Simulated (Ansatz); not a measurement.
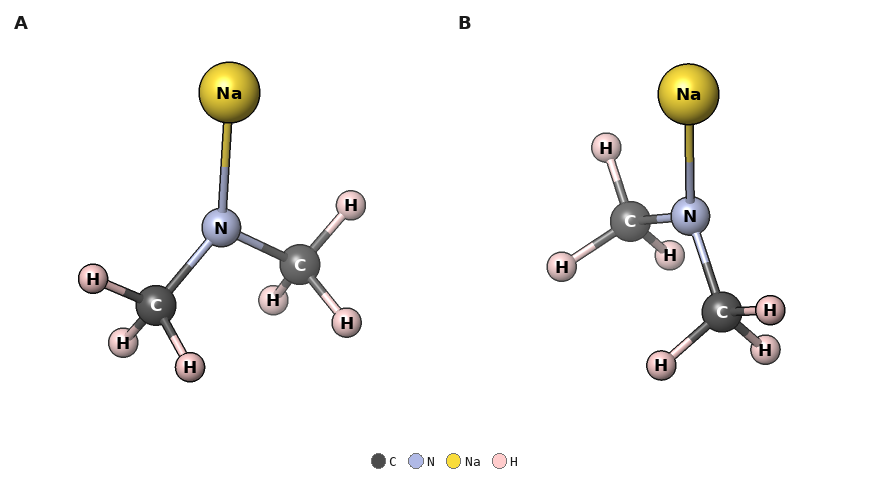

Atoms fade into the background with distance from the viewer. The computed structure is the end point of a PBE-D4/def2-SVP optimisation. No frequency run is at hand to confirm it as a minimum.

**Can A be turned into B by a rotation alone?**

Yes. They are the same structure, C2H6NNa (C[N](C)[Na]), seen from two directions. With point group Cs it is achiral, so its mirror image would be the same too.
